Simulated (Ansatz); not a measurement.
The cell holds a phase that need not be the ambient bulk phase of that material.

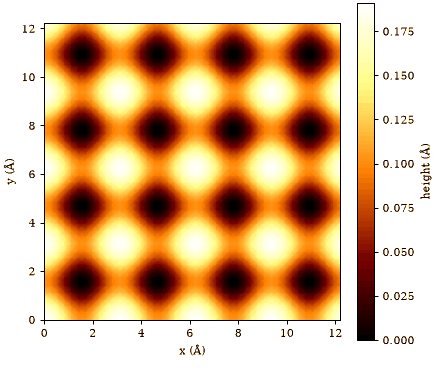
Fig. 1. Simulated constant-current image at -0.4 V (filled states)

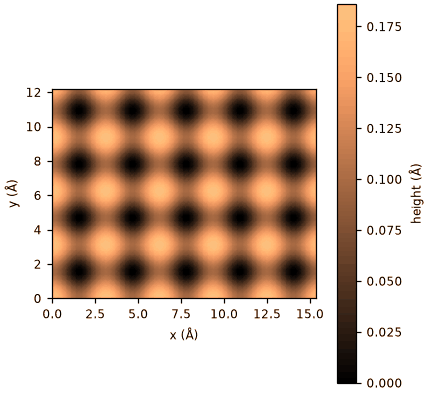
Figure. Simulated constant-current image at +0.4 V (empty states)

These are PBE, Tersoff-Hamann images (plane waves, PAW; Ansatz, a first-principles code) values and carry that method's errors.

Mesh 18×18×1, no spin-orbit coupling, no spin polarisation; biases count from the run's Fermi level. The set point is the mean density 3.5 Å over the top atom.

The sample is: rock-salt TaN(001) slab. Atoms are numbered in the order of this list of the upper atoms (x, y, depth in Å): N7 (0.0, 0.0, 2.4); Ta8 (1.6, 1.6, 2.3); Ta9 (0.0, 0.0, 0.3); N10 (1.6, 1.6, 0.0).

Q: Which sites are bright, and how large is the corrugation?

A: At -0.4 V the maximum lies over Ta9 and the sites alike, corrugation about 0.19 Å. At +0.4 V the maximum lies over Ta9 and the sites alike, corrugation about 0.19 Å.
